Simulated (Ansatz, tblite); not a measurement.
**The cluster Hg4O5: rung by rung**

How do method and basis change the picture of the cluster Hg4O5 (singlet)?

Method: as each input shows; program: Ansatz 0.2.0, Gaussian basis.

The runs, in order: GFN1-xTB, GFN2-xTB, PBE-D4/def2-TZVP, r2SCAN-D4/def2-TZVP, ωB97X-V/def2-TZVP, B97M-V/def2-TZVP, r2SCANh-D4/def2-TZVP, PBE-D4/def2-SVP, PBE0-D4/def2-SVP, MP2/def2-TZVP, RPA/def2-TZVP.

3 further runs of the same task are left out: 3 set aside as unsound or not needed.

### 1 The geometry

The geometry is that of the singlet, from an earlier relaxation (B3LYP-D4/def2-SVP). At that level it is the lowest of the isomers that a small search found.

9 atoms, charge 0, spin multiplicity 1.

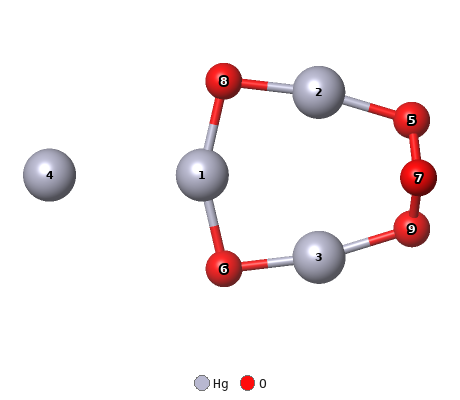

The geometry (mercury light grey, oxygen red); atoms are numbered from 1 in the order of the file.

Hg takes a core potential in the def2 sets. No spin-orbit coupling is included.

PBE0-D4/def2-TZVP was run before; its log isn't repeated, and its numbers join the tables.

### 2 GFN1-xTB

Tight binding, by tblite at 300 K electronic temperature and without a spin-polarisation term:

```python
tblite.interface.Calculator('GFN1-xTB', numbers, positions, charge=0, uhf=0).singlepoint()
```

Energy -724.8860 eV, HOMO -12.03 eV, LUMO -10.67 eV; 0.009 s.

### 3 GFN2-xTB

Tight binding, by tblite at 300 K electronic temperature and without a spin-polarisation term:

```python
tblite.interface.Calculator('GFN2-xTB', numbers, positions, charge=0, uhf=0).singlepoint()
```

Energy -632.7576 eV, HOMO -11.89 eV, LUMO -10.43 eV; 0.007 s.

### 4 PBE-D4/def2-TZVP

start.molden holds the orbitals of an earlier run on this state, given as this run's starting guess.

Input file in.yaml:

```yaml
crystal:
  periodic: [false, false, false]
  atoms:
    - {symbol: Hg, position_ang: [1.705117, 0.499637, -0.231211]}
    - {symbol: Hg, position_ang: [-0.720142, 0.743445, 1.578023]}
    - {symbol: Hg, position_ang: [-0.507696, -1.300345, -1.274796]}
    - {symbol: Hg, position_ang: [4.723366, 1.564607, -0.756666]}
    - {symbol: O, position_ang: [-2.519103, -0.248471, 1.414664]}
    - {symbol: O, position_ang: [1.396229, -0.809126, -1.780574]}
    - {symbol: O, position_ang: [-2.851920, -0.373365, 0.052475]}
    - {symbol: O, position_ang: [1.152732, 1.517627, 1.461348]}
    - {symbol: O, position_ang: [-2.378594, -1.594018, -0.463253]}
basis:
  gaussian: {orbitals: def2-TZVP, initial_orbitals: start.molden}
hamiltonian: {xc: pbe, dispersion: d4}
scf: {omitted_lower_state_checks: [starts]}
output: {forces: true, orbitals: {seedname: orbitals}}
```

The run is started by

```sh
$ ansatz run in.yaml --threads 4 --pin off --events-out ev --progress --plain --max-ram 4787MiB
```

Further steps of the session: r2SCAN-D4/def2-TZVP; ωB97X-V/def2-TZVP; B97M-V/def2-TZVP; r2SCANh-D4/def2-TZVP; PBE-D4/def2-SVP; PBE0-D4/def2-SVP; MP2/def2-TZVP; RPA/def2-TZVP.

Q: Predict the results of all the runs planned. Wanted: gap in def2-TZVP, named functionals, smallest and largest; correlation energy, MP2/def2-TZVP; binding an atom, functionals in def2-TZVP; PBE0 total energy, smallest basis above largest.

**Answer**, as computed:

| quantity | value |
| --- | --- |
| gap in def2-TZVP, named functionals, smallest and largest | 2.24 eV (PBE-D4), 8.12 eV (ωB97X-V) |
| correlation energy, MP2/def2-TZVP | -83.30 eV |
| binding an atom, functionals in def2-TZVP | 1.38 (PBE0-D4) to 1.73 eV (PBE-D4) |
| PBE0 total energy, smallest basis above largest | 13.74 eV (def2-SVP, def2-TZVP) |

In words: Over the named functionals in def2-TZVP the gap runs from 2.24 eV (PBE-D4) to 8.12 eV (ωB97X-V); exact exchange widens it.
